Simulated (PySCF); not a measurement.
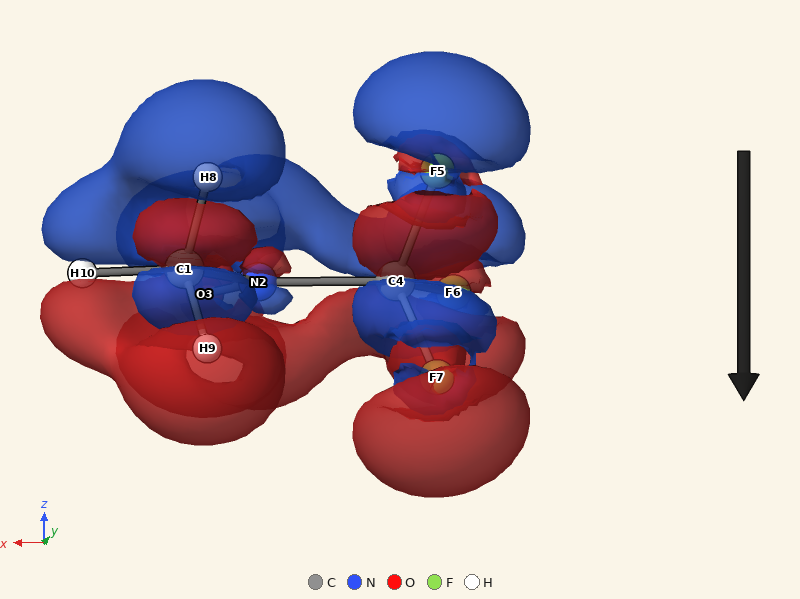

*C2H3F3NO, doublet, SMILES `CN([O])C(F)(F)F`. Change of the electron density in a uniform field of 0.10 V/Å along −z (arrow), surfaces at ±0.0005 e/Å³ (blue: gain, red: loss).*

Computed with PySCF, ωB97X/def2-SVPD, geometry: GFN2-xTB. No frequency check shows the geometry to be a minimum. The stability of the open-shell solution wasn't checked. GFN2-xTB doesn't know the spin state, so this open-shell geometry is rough.

The field was applied in both directions; the picture shows the one opposite to the script's first.

How large is the response?

Answer. The induced dipole is 0.18 D (along the field); α along this axis, from the fields in both directions, is 35 bohr³ (5.2 Å³).

Cost of the run: 2.9 min on 1 thread of Arm Neoverse V1 (shared host), peak memory 0.93 GiB.
